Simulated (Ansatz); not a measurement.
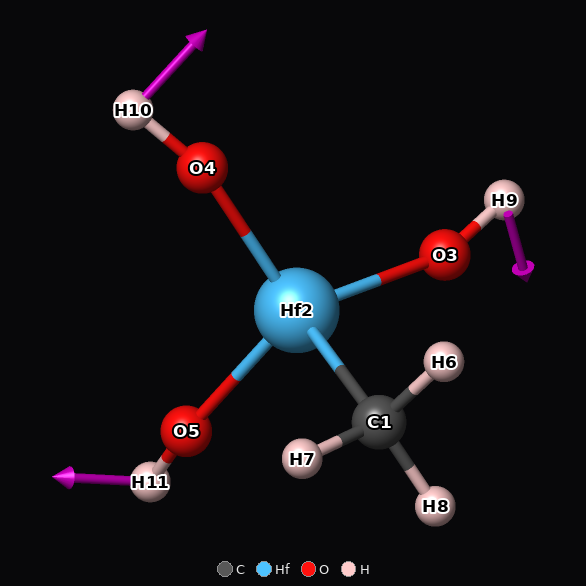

The arrows show one normal mode. The species is neutral and a spin singlet. Harmonic vibrations computed with RKS PBE0-D4/def2-TZVP, core potentials on Hf (Ansatz 0.2.0) at a stationary point of the same level.

### What kind of motion is it?

Mostly H–O–Hf bending.

### Estimate its harmonic wavenumber.

128 cm⁻¹; it is mode 2 of 27 counted from the lowest.
